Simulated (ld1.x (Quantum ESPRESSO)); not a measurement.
# Potentials for Co that differ in a few settings, part 2 of 2

Aim: generate and test one potential in full, then change a few of its settings and see what happens to hardness, ghosts and transferability.

ld1.x (Quantum ESPRESSO) 7.5; first potential PBE, scalar-relativistic. Earlier steps stand in the parts before.

### 5 Plane-wave convergence, by spherical Bessel functions

This step uses the generator's waves and projectors in a separate script. Basis: spherical Bessel functions vanishing at 20 bohr, q² up to the cutoff; potential fixed at the reference.

All-electron valence levels (Ry): 4s -0.4020, 4p -0.0938, 3d -0.6030. The lowest levels of each channel (Ry) by cutoff; the last column sums, over occupied levels, occupation times the distance from the level at 400 Ry. A positive value at high cutoff is not a bound level.

| cutoff (Ry) | s #1 | p #1 | d #1 | f #1 | Σ f·Δε (mRy) |
| --- | --- | --- | --- | --- | --- |
| 8 | -0.4004 | -0.0938 | 0.0597 | 0.1121 | 4642.6 |
| 21 | -0.4020 | -0.0938 | 0.0587 | 0.1121 | 4632.0 |
| 45 | -0.4020 | -0.0938 | 0.0384 | 0.1121 | 4490.0 |
| 90 | -0.4020 | -0.0938 | -0.5527 | 0.1121 | 352.4 |
| 140 | -0.4020 | -0.0938 | -0.6018 | 0.1121 | 8.6 |
| 160 | -0.4020 | -0.0938 | -0.6019 | 0.1121 | 8.0 |
| 230 | -0.4020 | -0.0938 | -0.6029 | 0.1121 | 0.8 |
| 300 | -0.4020 | -0.0938 | -0.6030 | 0.1121 | 0.3 |
| 400 | -0.4020 | -0.0938 | -0.6030 | 0.1121 | 0.0 |

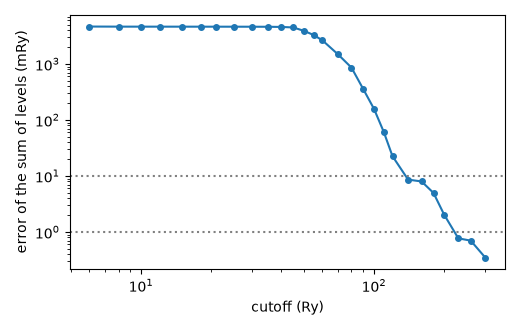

Occupation-weighted error of the valence levels against the cutoff; the dotted lines mark 10 and 1 mRy.

The sum stays within 10 mRy from 140 Ry and within 1 mRy from 230 Ry. The sum leaves out empty levels, which can need more. Ghost test: no level below the all-electron spectrum of its channel (s, p, d, f tested).

### 6 Now with waves 3d (bound): rcut 0.70, rcutus 1.18 bohr; 3d channel at 3 Ry: rcut 0.70, rcutus 1.18 …

In full, the change is: waves 3d (bound): rcut 0.70, rcutus 1.18 bohr; 3d channel at 3 Ry: rcut 0.70, rcutus 1.18 bohr; local potential all-electron potential smoothed inside 3.10 bohr (lloc = -1).

Co.in reads:

```
 &input
   title='Co', zed=27., rel=1, dft='PBE', iswitch=3,
   config='[Ar] 3d7 4s2 4p0',
   nld=3, rlderiv=3.95, eminld=-3.0, emaxld=5.0, deld=0.02
 /
 &inputp
   pseudotype=3, lpaw=.true., tm=.true., lloc=-1, rcloc=3.10,
   nlcc=.true., new_core_ps=.true.,
   which_augfun='BESSEL', rmatch_augfun=0.50,
   file_pseudopw='Co.UPF', file_wfcaegen='ae.wfc', file_wfcncgen='nc.wfc', file_beta='beta', file_chi='chi', file_wfcusgen='us.wfc'
 /
6
4S  1  0   2.00   0.00  1.40  1.95  0.0
4S  1  0   0.00   2.80  1.40  1.95  0.0
4P  2  1   0.00   0.00  3.25  3.65  0.0
4P  2  1   0.00   0.75  3.25  3.65  0.0
3D  3  2   7.00   0.00  0.70  1.18  0.0
3D  3  2   0.00   3.00  0.70  1.18  0.0
 &test
   configts(1)='3d7 4s2 4p0'
 /
```

Run with:

```sh
$ ld1.x < Co.in > Co.out
```

Output in Co.out (without the banner and most projector matrices):

```text
     Program LD1 v.7.5
     [... all-electron run as in step 2 ...]


     --------------------- Generating PAW atomic setup --------------------

      Generating local potential from pseudized AE potential:
      Matching radius rcloc =   3.1000

      Local pseudo, rcloc= 3.093 Estimated cut-off energy=     2.55 Ry

      Computing core charge for nlcc:

       r > 0.44 : true rho core
      Core charge pseudized with two Bessel functions
      Integrated core pseudo-charge :  11.61
      Wfc-us  4S rcutus= 1.972  Estimated cut-off energy=    10.84 Ry
      Wfc-us  4S rcutus= 1.972  Estimated cut-off energy=    16.34 Ry
      Wfc-us  4P rcutus= 3.685  Estimated cut-off energy=     5.60 Ry
      Wfc-us  4P rcutus= 3.685  Estimated cut-off energy=     9.70 Ry
      Wfc-us  3D rcutus= 1.167  Estimated cut-off energy=    84.27 Ry
      Wfc-us  3D rcutus= 1.167  Estimated cut-off energy=   133.66 Ry

     Required augmentation: BESSEL   radius:    0.500000
     Suggested rho cutoff for augmentation: 389.43 Ry

     Estimated PAW energy = -161.451168 Ryd

     The PAW screened D coefficients
     0.15429     0.28149     0.00000     0.00000     0.00000     0.00000
     0.28149     0.45059     0.00000     0.00000     0.00000     0.00000
     0.00000     0.00000     0.05100     0.05850     0.00000     0.00000
     0.00000     0.00000     0.05850     0.05757     0.00000     0.00000
     0.00000     0.00000     0.00000     0.00000    -6.14374    -3.57355
     0.00000     0.00000     0.00000     0.00000    -3.57355    -3.41301

     The PAW descreened D coefficients (US)
    -0.02771    -0.05387     0.00000     0.00000     0.00000     0.00000
    -0.05387    -0.13252     0.00000     0.00000     0.00000     0.00000
     0.00000     0.00000    -0.37817    -0.51145     0.00000     0.00000
     0.00000     0.00000    -0.51145    -0.73904     0.00000     0.00000
     0.00000     0.00000     0.00000     0.00000    -4.74796    -2.63500
     0.00000     0.00000     0.00000     0.00000    -2.63500    -2.77409

     ------------------- End of pseudopotential generation -------------------

     [... all-electron run as in step 2 ...]


     Computing logarithmic derivative in   3.94691
     Computing logarithmic derivative in   3.94691
     Computing the partial wave expansion
     R is outside the sphere for l=    0 j= 0.00
     R is outside the sphere for l=    0 j= 0.00
     R is outside the sphere for l=    1 j= 0.00
     R is outside the sphere for l=    1 j= 0.00
     R is outside the sphere for l=    2 j= 0.00
     R is outside the sphere for l=    2 j= 0.00

     ---------------------- Testing the pseudopotential ----------------------

     Co
     scalar relativistic calculation

     atomic number is 27.00   valence charge is  9.00
     dft = SLA  PW   PBX  PBC   lsd =0 sic =0 latt =0  beta=0.20 tr2=1.0E-14
     mesh =1193 r(mesh) =  99.89935 xmin = -7.00 dx = 0.01250

     n l     nl             e AE (Ry)        e PS (Ry)    De AE-PS (Ry)
     3 2     3D   1( 7.00)       -0.60298       -0.60298        0.00000
     1 0     4S   1( 2.00)       -0.40202       -0.40202        0.00000
     2 1     4P   1( 0.00)       -0.09383       -0.09383        0.00000

     eps = 2.3E-15  iter =  4

     Etot =   -2786.294851 Ry,   -1393.147426 Ha,  -37909.472698 eV
     Etotps =  -161.451169 Ry,     -80.725585 Ha,   -2196.655063 eV

     Ekin =     116.789036 Ry,      58.394518 Ha,    1588.995790 eV
     Encl =    -215.349278 Ry,    -107.674639 Ha,   -2929.976193 eV
     Ehrt =      55.734694 Ry,      27.867347 Ha,     758.309142 eV
     Ecxc =    -118.625621 Ry,     -59.312811 Ha,   -1613.983801 eV
     (Ecc =     -29.019679 Ry,     -14.509839 Ha,    -394.832842 eV)

     ---------------------- End of pseudopotential test ----------------------
```

Run time: 1.9 s. Hardware: 1 thread, shared host. This counts the later configuration tests of the new file too.

The new file went through the configuration test as well (its log is not shown).

1 test gave no usable energy difference (3d8 4s1 4p0).

Excitation and ionisation energies from 3d7 4s2 4p0, with the error of the potential. A star marks tests that logged a warning.

```tsv
valence configuration	charge	ΔE all-electron (eV)	error AE − PS (meV)
3d7 4s1 4p0	+1	9.030	-2.9
3d7 4s0 4p0	+2	25.816	-14
3d6 4s0 4p0 *	+3	61.686	-245
3d6 4s2 4p0	+1	15.182	-121
3d7.5 4s1.5 4p0	0	-0.960	-19
3d7 4s1 4p1	0	4.351	-0.1
```

Against the first potential, the loose cutoff goes from 140 Ry to 80 Ry, the largest error in the tests that it solved is -245 meV (3d6 4s0 4p0) and there is no bound ghost.

### 7 All runs side by side

This closing draws on all 2 parts.

Cutoffs, loose and tight: the cutoffs (Ry, on a coarse ladder) from which the occupation-weighted sum of valence levels, in a spherical-Bessel basis at the reference potential, stays within 10 and 1 mRy of its value at 400 Ry; empty and scattering waves don't count. The number of plane waves in a given cell goes as the cutoff to the power 3/2; it is given for the loose cutoff, relative to the first potential. Test errors are all-electron less pseudo. The phase difference is the largest within 1 Ry of zero, over the channels with partial waves.

| change | outcome | cutoff, loose | cutoff, tight | plane waves, relative | bound ghosts | largest test error (meV) | phase difference near zero (rad) | lowest overlap eigenvalue (Bessel basis) |
| --- | --- | --- | --- | --- | --- | --- | --- | --- |
| first potential | generated | 140 Ry | 230 Ry | 1.00 | none | -245 (3 tests unsolved) | 0.015 | 0.291 |
| waves 3d (bound): rcut 0.70, rcutus 1.18 bohr; 3d channel at 3 Ry: rcut 0.70, rcutus 1.18 bohr; local potential all-electron potential smoothed inside 3.10 bohr (lloc = -1) | generated | 80 Ry | 140 Ry | 0.43 | none | -245 (1 test unsolved) | 0.017 | 0.348 |

The softest is the variant "waves 3d (bound): rcut 0.70, rcutus 1.18 bohr; 3d channel at 3 Ry: rcut 0.70 …", at 80 Ry; the highest cutoff read, 140 Ry, costs 2.3 times the plane waves.

The first potential by itself. By total energies transferability is poor: the largest error is 245 meV on 61.7 eV, for 3d6 4s0 4p0. That test lies far up in energy; among those under 40 eV, nearer to bonding, the largest error is 99 meV. The test run broke off, so later configurations gave nothing; the verdict rests on few tests. The potential is very hard: the looser tolerance needs 140 Ry. The slowest occupied level is 3d: taken alone it needs 180 Ry to come within 1 mRy, against 10 Ry for 4s.
